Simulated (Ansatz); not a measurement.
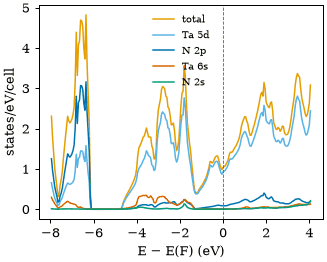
Total and projected density of states of Ta$_{2}$N (anti-CdI2 type, P-3m1), plane-wave PAW PBEsol (Ansatz code)

Question: Which orbitals carry the states next to the Fermi level?

Answer: Within 0.5 eV of the Fermi level: Ta 5d 89 %, N 2p 8 %. Projections are on Löwdin-orthogonalised atomic valence shells; empty p or d shells of many metals are not among them.

Question: Where is the tallest occupied peak in this window, and what makes it?

Answer: Near -6.3 eV, about 4.8 states/eV per cell; the largest projected share is N 2p.

The PBEsol relaxation kept the symmetry of its start. The run is not spin-polarised. The volume moved by 17 % from the start of the relaxation. With an odd number of electrons in the cell and no spin polarisation, the count alone makes it a metal. Scalar-relativistic: spin–orbit coupling is off unless named, which matters more the heavier the elements.

Potentials: the later of the program's two PAW sets.
